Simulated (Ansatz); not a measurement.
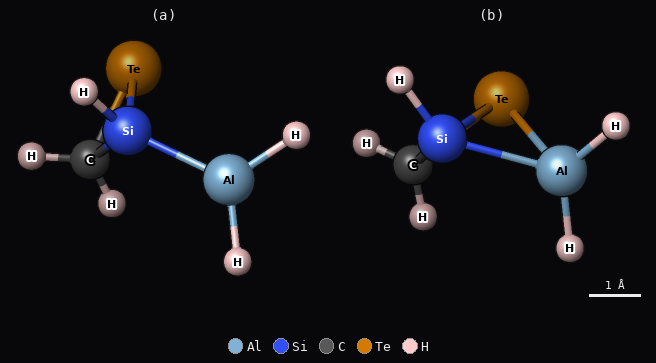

The structure of CH5AlSiTe (coarse preliminary run) before (left) and after (right) a relaxation, at one scale.

A ball-and-stick model, seen at a tilt.

The start comes from a force field.

All numbers below come from RKS PBE-D4/def2-SVP in Ansatz 0.2.0. (force threshold 0.03 eV/Å; at most 200 steps)

Q: Summarise the run.

A: The energy falls by 1.158 eV in 9 accepted moves (10 points after the start). The largest force component goes from 4.3 to 0.028 eV/Å. The line search rejected the trial step at point 9 of the run. The Te atom moves most after the best rigid fit: 1.05 Å. Largest moves by element: Te 1.05 Å, H 0.82 Å, Si 0.49 Å, Al 0.36 Å, C 0.28 Å. Among the contacts that change: Al–Te 3.954 → 2.766 Å, Al–Si 2.292 → 2.465 Å, C–Te 2.091 → 2.245 Å, Si–Te 2.501 → 2.634 Å. Among the angles between lasting bonds that change: Al–Si–Te 111.1° → 65.6°, Al–Si–C 114.7° → 99.2°, Al–Si–H 125.8° → 139.1°. The run took about 40 core-seconds on a shared host.
